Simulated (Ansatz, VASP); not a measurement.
# MgW: VASP beside Ansatz

One calculation is typed for both programs; each brings its own data sets. How far apart do they land? The cell is invented: As first built, before any earlier steps moved the atoms (in the runner's words): it takes the MgZr structure with some of its atoms replaced by other elements, volume scaled by an estimate. It may not be a known or stable phase. The cell is taken from a series of VASP runs on this material, whose earlier steps may have relaxed, scaled or displaced it; both programs get it as it stands. Other levels of theory on this material are compared in a session of their own. Valence electrons are named where the data sets of a main pair hold unlike numbers.

Method: plane waves, with VASP 6.6.1 beside it; band structure at LDA, spin-orbit coupling, in Ansatz 0.2.0.

## Step 1: The starting structure

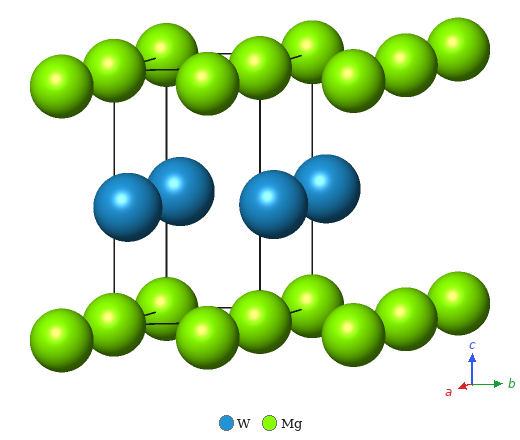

The cell as given, slightly off an axis (tungsten blue, magnesium green). 2×2×1 cells are drawn. Some periodic images of atoms are drawn too.

## Step 2: VASP: band structure, LDA, spin-orbit coupling

A single point gives forces, pressure and levels at one fixed geometry, so differences don't come from the geometry; what else differs is listed under the comparison.

Lines of VASP's logs that name or quote its potential files are left out, and so is its time.

Contents of INCAR:

```
SYSTEM = MgW
PREC = Accurate
ENCUT = 400
EDIFF = 1E-06
NELM = 100
ISMEAR = -1
SIGMA = 0.05
LREAL = .FALSE.
ALGO = Normal
GGA = CA
LNONCOLLINEAR = .TRUE.
MAGMOM = 0 0 0 0 0 0
NBANDS = 20
GGA_COMPAT = .FALSE.
LASPH = .TRUE.
LSORBIT = .TRUE.
LMAXMIX = 4
LORBIT = 11
LWAVE = .FALSE.
LCHARG = .FALSE.
```

Contents of POSCAR:

```
MgW
1.0
    2.7899567979     -0.0000000269      0.0000000000
   -1.3949779448      2.4161732959      0.0000000000
    0.0000000000      0.0000000000      4.8253086867
W Mg
1 1
Direct
    0.6666666700      0.3333333300      0.5000000000
    0.0000000000      0.0000000000      0.0000000000
```

Contents of KPOINTS:

```
Automatic mesh
0
Gamma
9 9 5
0 0 0
```

Contents of KPOINTS_OPT:

```
Line mode
16
Line-mode
Reciprocal
  0.00000000   0.00000000   0.00000000 GAMMA
  0.50000000   0.00000000   0.00000000 M

  0.50000000   0.00000000   0.00000000 M
  0.33333333   0.33333333   0.00000000 K

  0.33333333   0.33333333   0.00000000 K
  0.00000000   0.00000000   0.00000000 GAMMA

  0.00000000   0.00000000   0.00000000 GAMMA
  0.00000000   0.00000000   0.50000000 A

  0.00000000   0.00000000   0.50000000 A
  0.50000000   0.00000000   0.50000000 L

  0.50000000   0.00000000   0.50000000 L
  0.33333333   0.33333333   0.50000000 H

  0.33333333   0.33333333   0.50000000 H
  0.00000000   0.00000000   0.50000000 A

  0.50000000   0.00000000   0.50000000 L
  0.50000000   0.00000000   0.00000000 M

  0.33333333   0.33333333   0.00000000 K
  0.33333333   0.33333333   0.50000000 H
```

Potentials, in the order of the species: W and Mg (LDA family, release 64).

On the command line:

```console
$ mpirun -np 1 vasp_ncl
```

Numbers of over 12 decimals in the logs are rounded to 6 here.

The log of the run:

```text
[banner, memory and clock lines left out]
running    1 mpi-ranks, on    1 nodes
 distrk:  each k-point on    1 cores,    1 groups
 distr:  one band on    1 cores,    1 groups

 POSCAR found type information on POSCAR W Mg
 POSCAR found :  2 types and       2 ions
 LDA part: xc-table for (Slater(with rela. corr.)+CA(PZ))
 , standard interpolation
 POSCAR, INCAR and KPOINTS ok, starting setup
 FFT: planning ... GRIDC
 FFT: planning ... GRID_SOFT
 FFT: planning ... GRID
 WAVECAR not read
 entering main loop
       N       E                     dE             d eps       ncg     rms          rms(c)
DAV:   1     0.874302563758E+01    0.87430E+01   -0.26127E+03  2336   0.534E+02
DAV:   2    -0.150072150117E+02   -0.23750E+02   -0.21345E+02  2924   0.125E+02
DAV:   3    -0.159895104654E+02   -0.98230E+00   -0.95609E+00  2804   0.224E+01
DAV:   4    -0.159946500089E+02   -0.51395E-02   -0.51344E-02  2720   0.173E+00
DAV:   5    -0.159946751443E+02   -0.25135E-04   -0.25135E-04  2652   0.126E-01    0.166E+01
DAV:   6    -0.154426002821E+02    0.55207E+00   -0.43504E-01  2612   0.475E+00    0.751E+00
DAV:   7    -0.152666776055E+02    0.17592E+00   -0.19643E-01  2452   0.299E+00    0.227E+00
DAV:   8    -0.152580975245E+02    0.85801E-02   -0.13007E-02  2880   0.797E-01    0.513E-01
DAV:   9    -0.152565669346E+02    0.15306E-02   -0.45531E-04  2492   0.149E-01    0.134E-01
DAV:  10    -0.152559813535E+02    0.58558E-03   -0.37696E-04  2508   0.122E-01    0.217E-02
DAV:  11    -0.152559749735E+02    0.63800E-05   -0.22528E-05  2628   0.370E-02    0.121E-02
DAV:  12    -0.152559742268E+02    0.74667E-06   -0.11442E-06  2508   0.715E-03
   1 F= -.15255974E+02 E0= -.15247680E+02  d E =-.165890E-01  mag=    -0.0000     0.0000    -0.0000
 Start KPOINTS_OPT (optional k-point list driver)
k-point batch [1-57\144]
       N       E                     dE             ncg
DAV:   1     0.259187769162E+04   -0.71703E+04     2376
DAV:   2     0.122570120820E+04   -0.13662E+04     3008
DAV:   3     0.117373835877E+04   -0.51963E+02     2744
DAV:   4     0.117346705129E+04   -0.27131E+00     2696
DAV:   5     0.117346556991E+04   -0.14814E-02     2652
DAV:   6     0.117346555728E+04   -0.12629E-04     2744
DAV:   7     0.117346555716E+04   -0.11841E-06     2076
[...]
k-point batch [115-144\144]
       N       E                     dE             ncg
DAV:   1     0.823997694615E+04   -0.80536E+04     1224
DAV:   2     0.754527647723E+04   -0.69470E+03     1528
DAV:   3     0.751001760225E+04   -0.35259E+02     1468
DAV:   4     0.750981054655E+04   -0.20706E+00     1496
DAV:   5     0.750980943518E+04   -0.11114E-02     1484
DAV:   6     0.750980942659E+04   -0.85897E-05     1508
DAV:   7     0.750980942651E+04   -0.82831E-07     1260
```

From OUTCAR (step 2):

```text
ion  position               nearest neighbor table
   1  0.667  0.333  0.500-   2 2.90   2 2.90   2 2.90   2 2.90   2 2.90   2 2.90
   2  0.000  0.000  0.000-   1 2.90   1 2.90   1 2.90   1 2.90   1 2.90   1 2.90

  LATTYP: Found a hexagonal cell.
 ALAT       =     2.7899567979
 C/A-ratio  =     1.7295281025

 Subroutine GETGRP returns: Found 12 space group operations
 (whereof 12 operations were pure point group operations)

The static configuration has the point symmetry D_3h.

 Found     57 irreducible k-points:

   k-points           NKPTS =     57   k-points in BZ     NKDIM =     57   number of bands    NBANDS=     20

   dimension x,y,z NGX =    18 NGY =   18 NGZ =   32
   dimension x,y,z NGXF=    36 NGYF=   36 NGZF=   64

   ENCUT  =  400.0 eV  29.40 Ry    5.42 a.u.   4.55  4.55  7.87*2*pi/ulx,y,z

   NELECT =       8.0000    total number of electrons

 k-points in reciprocal lattice and weights: Automatic mesh
   0.00000000  0.00000000  0.00000000       0.002
   0.11111111  0.00000000  0.00000000       0.007
  -0.11111111  0.00000000  0.00000000       0.007
   0.22222222  0.00000000  0.00000000       0.007
  -0.22222222  0.00000000  0.00000000       0.007
   0.33333333  0.00000000  0.00000000       0.007
  -0.33333333 -0.00000000  0.00000000       0.007
   0.44444444  0.00000000  0.00000000       0.007
  -0.44444444  0.00000000  0.00000000       0.007
[...]
-0.33333333 -0.22222222 -0.40000000       0.030
   0.33333333  0.33333333  0.40000000       0.010

 average (electrostatic) potential at core
       1 -39.9987       2 -35.2934

 E-fermi :   5.4162

 k-point     1 :       0.0000    0.0000    0.0000
  band No.  band energies     occupation
    ...
      4       1.0017      1.00000
      5       4.3519      1.00000
      6       4.3519      1.00000
      7       5.1793      0.99133
      8       5.1793      0.99133
      9       5.8360      0.00023
     10       5.8360      0.00023
     11       8.2464      0.00000
     12       8.2464      0.00000
     13       8.7583      0.00000
    ...

 k-point     2 :       0.1111    0.0000    0.0000
  band No.  band energies     occupation
    ...
      4       1.4229      1.00000
      5       4.0624      1.00000
      6       4.0624      1.00000
      7       4.9573      0.99990
      8       4.9573      0.99990
      9       6.0760      0.00000
     10       6.0760      0.00000
     11       8.2262      0.00000
     12       8.2262      0.00000
     13       8.7954      0.00000
    ...

 k-point     3 :      -0.1111    0.0000    0.0000
  band No.  band energies     occupation
    ...
      4       1.4229      1.00000
      5       4.0624      1.00000
      6       4.0624      1.00000
      7       4.9573      0.99990
      8       4.9573      0.99990
      9       6.0760      0.00000
     10       6.0760      0.00000
     11       8.2262      0.00000
     12       8.2262      0.00000
     13       8.7954      0.00000
    ...

  Total        0.2976417      0.2976417     -0.2800948      0.0000001     -0.0000000     -0.0000000
  in kB       14.6606684     14.6606662    -13.7963730      0.0000026     -0.0000000     -0.0000000
  external PRESSURE =       5.1749872 kB  Pullay stress =       0.0000000 kB

  energy-cutoff  :      400.00
  volume of cell :       32.53
      direct lattice vectors                 reciprocal lattice vectors
     2.789956798 -0.000000027  0.000000000     0.358428491  0.206938733  0.000000000
    -1.394977945  2.416173296  0.000000000     0.000000004  0.413877600  0.000000000
     0.000000000  0.000000000  4.825308687     0.000000000  0.000000000  0.207240627

 POSITION                                       TOTAL-FORCE (eV/Angst)
 -----------------------------------------------------------------------------------
      1.39498      0.80539      2.41265         0.000000      0.000000      0.000000
      0.00000      0.00000      0.00000        -0.000000     -0.000000      0.000000
 -----------------------------------------------------------------------------------
    total drift:                               -0.000000     -0.000000     -0.000000

  FREE ENERGIE OF THE ION-ELECTRON SYSTEM (eV)
  ---------------------------------------------------
  free  energy   TOTEN  =       -15.2559742268 eV

  energy  without entropy=      -15.2393852017  energy(sigma->0) =      -15.24767971

 Spin-Orbit-Coupling matrix elements
 Ion:    1  E_soc:     -0.5136040
 Ion:    2  E_soc:     -0.0001599

 total charge
# of ion       s       p       d       tot
------------------------------------------
    1        0.681   0.593   4.080   5.353
    2        0.233   0.211   0.036   0.480
--------------------------------------------------
tot          0.914   0.804   4.116   5.833

 magnetization (x)
# of ion       s       p       d       tot
------------------------------------------
    1        0.000   0.000   0.000   0.000
    2        0.000  -0.000  -0.000  -0.000
--------------------------------------------------
tot          0.000  -0.000  -0.000  -0.000

 magnetization (y)
# of ion       s       p       d       tot
------------------------------------------
    1        0.000   0.000   0.000   0.000
    2        0.000  -0.000   0.000  -0.000
--------------------------------------------------
tot          0.000  -0.000   0.000  -0.000

 magnetization (z)
# of ion       s       p       d       tot
------------------------------------------
    1        0.000   0.000  -0.000  -0.000
    2       -0.000   0.000   0.000   0.000
--------------------------------------------------
tot         -0.000   0.000  -0.000  -0.000

[... 3 further parts left out ...]
```

The run ends at a pressure of 0.52 GPa.

(Continued in part 2 of 2.)

[Lines on the potential files, build, host, timing and source positions are cut from VASP's logs without a mark.]

[Logs are printed without paths, hosts, clocks, repeated set-up lines and the standing remarks that a program may print on its own settings, such as how far it seeks lower states.]

[Hosts, paths, dates, database ids (printed as entryN), source tags and the programs' standing remarks are cut or masked in the printed files.]
